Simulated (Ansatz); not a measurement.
The figure comes from a scan of GaN (wurtzite): volume and axial ratio are varied about the relaxed values (subscript 0). Method: PBE (plane waves to 420 eV, PAW, scalar-relativistic; Ansatz, a program for electronic structure). k mesh 12×12×6 (Γ-centred), Fermi-Dirac smearing 0.05 eV. E stands for the smeared free energy. As the atoms are clamped, bonds stretch with the cell, which overstates energies and stresses. GaN was relaxed with its symmetry unable to fall. The PAW data are Ansatz's earlier set. The zero of ΔE is the relaxed starting cell.

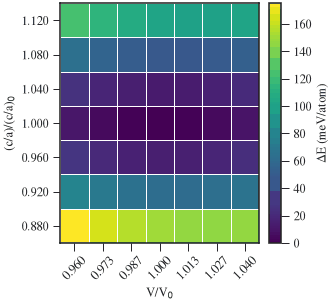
Figure. ΔE (meV/atom), one tile a computed point.

Question: List the plotted points as numbers.

Answer: To the nearest 20:

ΔE (meV/atom), with V/V₀ across and (c/a)/(c/a)₀ down:

```tsv
(c/a)/(c/a)₀ \ V/V₀	0.960	0.973	0.987	1.000	1.013	1.027	1.040
0.880	180	160	160	160	140	140	140
0.920	80	80	60	60	60	60	60
0.960	20	20	20	20	20	20	20
1.000	20	0	0	0	0	0	0
1.040	20	20	20	20	20	20	20
1.080	60	60	60	40	40	40	60
1.120	120	120	100	100	100	100	100
```

(A scan under strain: stresses follow from slopes of the energy per volume, elastic moduli from its curvatures.)
